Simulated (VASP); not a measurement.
Sr2TiCuO6

```xyz
20
Lattice="0.0000 5.4019 0.0000 5.4019 0.0000 0.0000 0.0000 0.0000 -8.3735" Properties=species:S:1:pos:R:3 pbc="T T T"
Sr    0.0000    2.7010   -6.2801
Sr    2.7010    0.0000   -2.0934
Sr    2.7010    0.0000   -6.2801
Sr    0.0000    2.7010   -2.0934
Cu    0.0000    0.0000    0.0000
Cu    2.7010    2.7010   -4.1868
O     0.0000    0.0000   -6.0624
O     2.7010    2.7010   -1.8757
O     0.0000    0.0000   -2.3111
O     2.7010    2.7010   -6.4979
O     1.5612    1.1506    0.0000
O     4.2621    3.8516   -4.1868
O     1.5504    4.2621   -4.1868
O     4.2513    1.5612    0.0000
O     1.1398    1.5504   -4.1868
O     3.8408    4.2513    0.0000
O     3.8516    1.1398   -4.1868
O     1.1506    3.8408    0.0000
Ti    0.0000    0.0000   -4.1868
Ti    2.7010    2.7010    0.0000
```

Space group I4/m; a generated structure, not necessarily the stable one; not relaxed (largest force 1.8 eV/Å); computed pressure about −2 GPa in this cell.

Level of theory: Kohn-Sham DFT of a periodic cell, r2SCAN, VASP PAW PBE potentials, recommended in VASP 6.6.1.

Predict the valence pseudo-density and electron localisation function between the atoms.

Answer. Ti–O (1.88 Å): ρ is about 0.86 e/Å³ halfway; the ELF peaks at about 0.75 in the valence shell of O, 0.6 Å from its nucleus, and is about 0.25 at the midpoint; no shared electron pair shows on this line.
Sr–O (2.71 Å): ρ is about 0.16 e/Å³ halfway; the ELF is about 0.05 at the midpoint: an ionic contact with no shared pair.

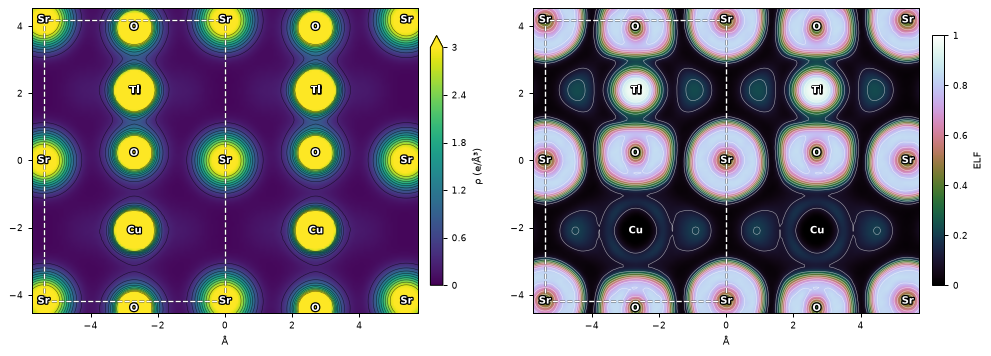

Computed valence pseudo-density and electron localisation function on the (010) plane of the conventional cell, in this order. 

In a PAW calculation such maps are meaningful between the atoms, not at the nuclei.
